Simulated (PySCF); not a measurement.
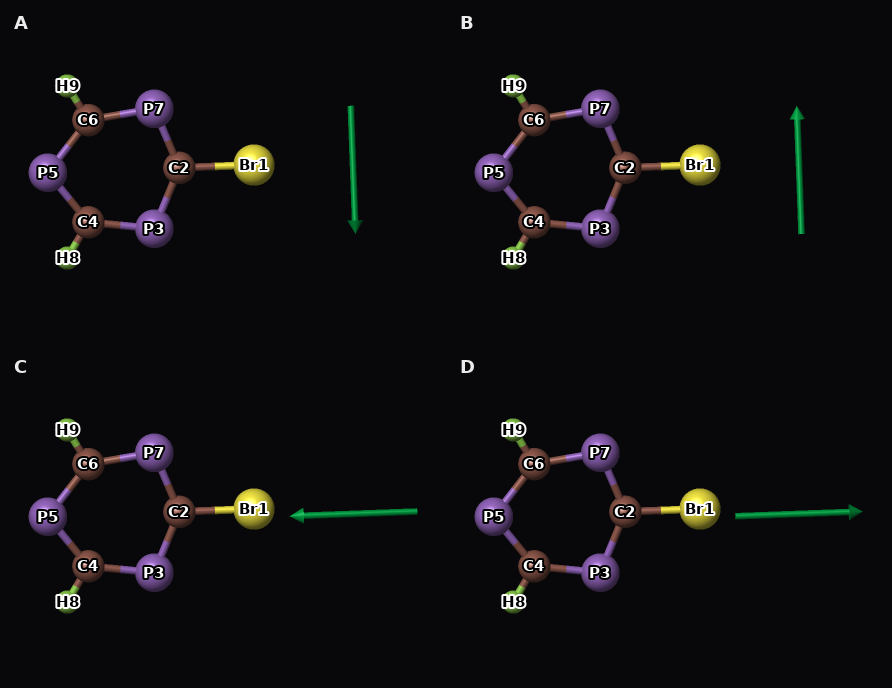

The same molecule four times, each with an arrow. Computed geometry: GFN2-xTB optimisation. No frequency run is at hand to confirm it as a minimum. Properties computed with PBE0/def2-SVPD, gas phase (PySCF 2.14.0).

Question: Which arrow points along the dipole moment, from the negative to the positive end?

Answer: C. The dipole moment is 1.43 D; it points from the side of Br1 to the side of P5 (the outermost atoms at the two ends).

The geometry is semi-empirical. Around Br, P such bond lengths and angles can be off by a tenth of an ångström or more and by several degrees, and values that hang on the shape move with them.
